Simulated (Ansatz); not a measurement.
**CH4BO (SMILES [BH]OC): UB3LYP/def2-TZVP**

What is the electronic atomisation energy of CH4BO at UB3LYP/def2-TZVP? 

The results are computed with Ansatz 0.2.0.

34 further runs of the same task are left out: 34 set aside as unsound or not needed.

### Step 1. The system as given

CH4BO has 7 atoms, charge 0, and is taken as a doublet. As SMILES, `[BH]OC`. The shape is that of a PBE0-D4/def2-TZVP optimisation. This is one conformer, not always the lowest.

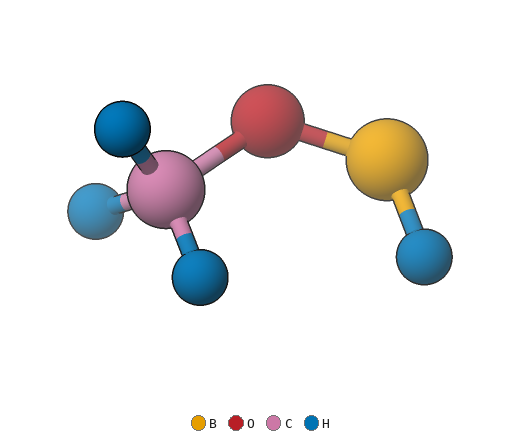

The structure, seen from a chosen angle (boron amber, oxygen red, carbon pink, hydrogen blue).

### Step 2. The energy at UB3LYP/def2-TZVP

File in.yaml:

```yaml
basis:
  gaussian:
    orbitals: def2-TZVP
crystal:
  periodic: [false, false, false]
  atoms:
    - {symbol: B, position_ang: [-1.319600, -1.025700, -0.172900]}
    - {symbol: O, position_ang: [-0.272400, -0.707100, 0.564500]}
    - {symbol: C, position_ang: [0.642200, 0.338600, 0.243900]}
    - {symbol: H, position_ang: [-1.628500, -0.474200, -1.201600]}
    - {symbol: H, position_ang: [0.357800, 0.834000, -0.687600]}
    - {symbol: H, position_ang: [0.643000, 1.059300, 1.062300]}
    - {symbol: H, position_ang: [1.638900, -0.092800, 0.145600]}
magnetization:
  spin_polarized: true
  initial_magnetization: 1
hamiltonian:
  xc: {name: B3LYP}
accuracy: high
output: {orbitals: {seedname: orbitals}}
```

Started as:

```sh
ansatz run in.yaml --threads 1 --pin off --max-ram 3480MiB --events-out events.jsonl --progress --plain --runs-dir runs
```

Log:

```text
Warning: RAYON_NUM_THREADS=1 ignored (pool sized by the plan → 1); use --threads N
Functional definition: B3LYP
  name "B3LYP"
  parameter a0 = 0.2
  parameter ax = 0.72
  parameter ac = 0.81
  exchange = (1 - a0 - ax)*slater_x + ax*b88_x + a0*exact_x
  correlation = (1 - ac)*vwn_rpa_c + ac*lyp_c
2137 factors; integrals over basis functions are off by at most 3.8e-9 eV
mean field evaluation 1: about -3820.3925 eV, gradient 3.7e1 eV
mean field evaluation 2: about -3809.7969 eV, gradient 6.4e1 eV
mean field evaluation 4: about -3825.6948 eV, gradient 3.1e0 eV
mean field evaluation 8: about -3825.8440 eV, gradient 1.1e-1 eV
mean field evaluation 16: about -3825.8441 eV, gradient 1.8e-4 eV
mean field -3825.84414198 eV, -140.5971789674 hartree, gradient 8.7e-8 eV, S^2 0.752062; 0 other end points of the search recorded, 0 dependent functions left out
reference -3825.84417845 eV, -140.5971803079 hartree; 12, 11 occupied and 105, 106 virtual orbitals, 2137 factors
Total energy: -3825.84417845 eV, -140.5971803079 hartree
```

Wall time 12 s (1 thread of Arm Neoverse V1, shared host); peak memory 0.42 GiB.

### Step 3. The B atom at the same level

File in.yaml:

```yaml
crystal:
  periodic: [false, false, false]
  atoms:
    - {symbol: B, position_ang: [0.000000, 0.000000, 0.000000]}
basis:
  gaussian: {orbitals: def2-TZVP}
magnetization: {spin_polarized: true, initial_magnetization: 1}
hamiltonian: {xc: {name: B3LYP}}
accuracy: high
```

Started as:

```sh
ansatz run in.yaml --threads 1 --pin off --max-ram 3480MiB --events-out events.jsonl --progress --plain --runs-dir runs
```

Log:

```text
Warning: RAYON_NUM_THREADS=1 ignored (pool sized by the plan → 1); use --threads N
Functional definition: B3LYP
  name "B3LYP"
  parameter a0 = 0.2
  parameter ax = 0.72
  parameter ac = 0.81
  exchange = (1 - a0 - ax)*slater_x + ax*b88_x + a0*exact_x
  correlation = (1 - ac)*vwn_rpa_c + ac*lyp_c
312 factors; integrals over basis functions are off by at most 3.0e-9 eV
mean field evaluation 1: about -671.0633 eV, gradient 3.0e0 eV
mean field evaluation 2: about -671.1336 eV, gradient 8.2e-1 eV
mean field evaluation 4: about -671.1391 eV, gradient 2.2e-1 eV
mean field evaluation 8: about -671.1394 eV, gradient 1.2e-4 eV
mean field -671.13944275 eV, -24.6639196066 hartree, gradient 1.9e-8 eV, S^2 0.753484; 0 other end points of the search recorded, 0 dependent functions left out
reference -671.13946506 eV, -24.6639204263 hartree; 3, 2 occupied and 28, 29 virtual orbitals, 312 factors
Total energy: -671.13946506 eV, -24.6639204263 hartree
```

It took 0.48 s on 1 thread of Arm Neoverse V1, shared host.

### Step 4. The C atom

File run.yaml:

```yaml
crystal:
  periodic: [false, false, false]
  atoms:
    - {symbol: C, position_ang: [0.000000, 0.000000, 0.000000]}
basis:
  gaussian:
    orbitals: def2-TZVP
accuracy: high
hamiltonian:
  xc: {name: B3LYP}
total_charge: 0
magnetization:
  spin_polarized: true
  initial_magnetization: 2
```

Run the same way, it converges to -37.85948 Eh (log not shown).

### Step 5. The H atom at the same level

File input.yaml:

```yaml
crystal:
  periodic: [false, false, false]
  atoms:
    - symbol: H
      position_ang: [0.000000, 0.000000, 0.000000]
basis:
  gaussian:
    orbitals: def2-TZVP
magnetization:
  spin_polarized: true
  initial_magnetization: 1
hamiltonian:
  xc: {name: B3LYP}
accuracy: high
```

Run the same way, it converges to -0.50215 Eh (log not shown).

### Step 6. The O atom

File molecule.yaml:

```yaml
crystal:
  periodic: [false, false, false]
  atoms:
    - {symbol: O, position_ang: [0.000000, 0.000000, 0.000000]}
basis:
  gaussian: {orbitals: def2-TZVP}
magnetization: {spin_polarized: true, initial_magnetization: 2}
hamiltonian: {xc: {name: B3LYP}}
accuracy: high
```

Started as:

```sh
ansatz run molecule.yaml --threads 1 --pin off --max-ram 3480MiB --events-out events.jsonl --progress --plain --runs-dir runs
```

Log:

```text
Warning: RAYON_NUM_THREADS=1 ignored (pool sized by the plan → 1); use --threads N
Functional definition: B3LYP
  name "B3LYP"
  parameter a0 = 0.2
  parameter ax = 0.72
  parameter ac = 0.81
  exchange = (1 - a0 - ax)*slater_x + ax*b88_x + a0*exact_x
  correlation = (1 - ac)*vwn_rpa_c + ac*lyp_c
306 factors; integrals over basis functions are off by at most 3.5e-9 eV
mean field evaluation 1: about -2043.2950 eV, gradient 8.2e0 eV
mean field evaluation 2: about -2043.3876 eV, gradient 5.2e0 eV
mean field evaluation 4: about -2043.4735 eV, gradient 4.3e-2 eV
mean field evaluation 8: about -2043.4737 eV, gradient 4.9e-4 eV
mean field evaluation 16: about -2043.4737 eV, gradient 8.6e-9 eV
mean field -2043.47373563 eV, -75.0962746682 hartree, gradient 8.6e-9 eV, S^2 2.003434; 0 other end points of the search recorded, 0 dependent functions left out
reference -2043.47375431 eV, -75.0962753545 hartree; 5, 3 occupied and 26, 28 virtual orbitals, 306 factors
Total energy: -2043.47375431 eV, -75.0962753545 hartree
```

Wall time 0.52 s (1 thread of Arm Neoverse V1, shared host).

### Step 7. Outcome

Level: UB3LYP/def2-TZVP.

| quantity | value |
| --- | --- |
| molecule: total energy | -140.59718 Eh |
| molecule: HOMO energy (highest over α and β) | -5.19 eV |
| molecule: LUMO energy (lowest over α and β) | -1.39 eV |
| molecule: ⟨S²⟩ | 0.752 |
| B atom: total energy | -24.66392 Eh |
| B atom: ⟨S²⟩ | 0.753 |
| C atom: total energy | -37.85948 Eh |
| C atom: ⟨S²⟩ | 2.004 |
| H atom: total energy | -0.50215 Eh |
| H atom: ⟨S²⟩ | 0.750 |
| O atom: total energy | -75.09628 Eh |
| O atom: ⟨S²⟩ | 2.003 |
| electronic atomisation energy | 26.365 eV |

What this shows: Taking the molecule apart into free atoms costs 26.36 eV (608 kcal/mol), before zero-point energy and without spin-orbit coupling.
